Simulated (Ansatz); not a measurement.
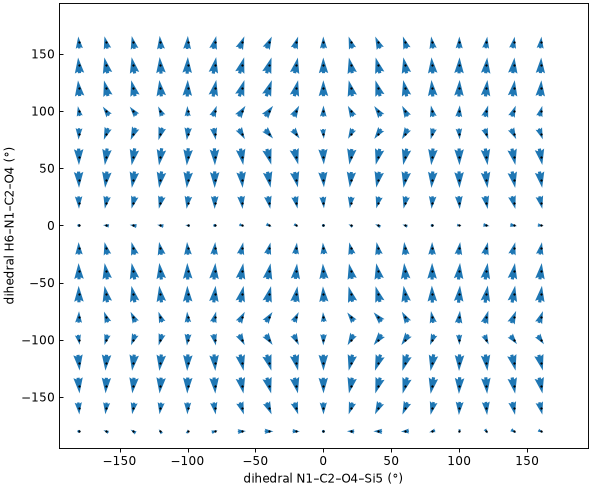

CH₄FNOSi, SMILES N=C(F)O[SiH3]. First axis: dihedral N1–C2–O4–Si5. Second axis: dihedral H6–N1–C2–O4. Nothing is relaxed (all other coordinates rigid). Grid: 18 × 18 points. Points are written as (first, second). The dihedral twists a double bond; near 90° a spin-restricted reference is unreliable. The calculation used RKS r2SCAN-D4/def2-SVP in Ansatz 0.2.0.

Drawn: dots at the grid points, arrows along the force (downhill), their lengths compressed.

The arrows alone are given. Where are the wells?

The arrows converge at (0°, −180°); (−180°, 0°) (3.9 kJ/mol up); (0°, 0°) (10 kJ/mol up); (−180°, −180°) (17 kJ/mol up) (read from the interpolated surface).

The energy map of the same scan:

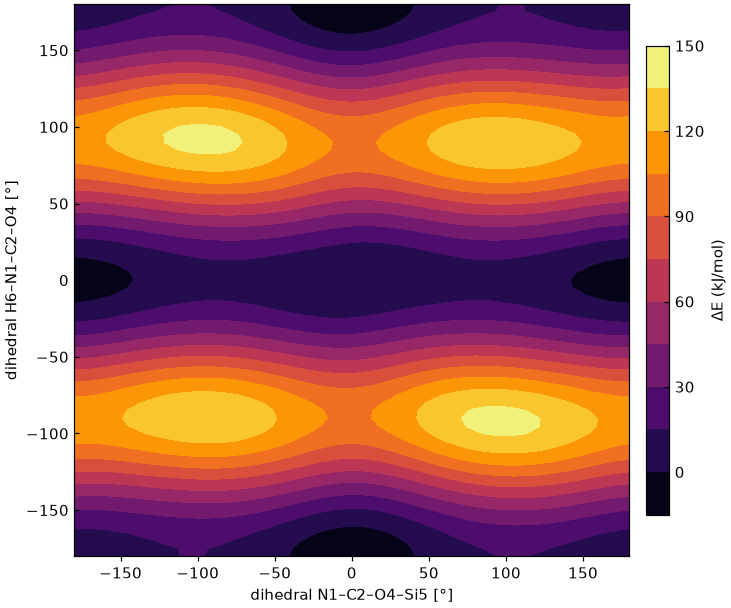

Energies are in kJ/mol, from the relaxed molecule at the same level; between grid points the surface is interpolated.
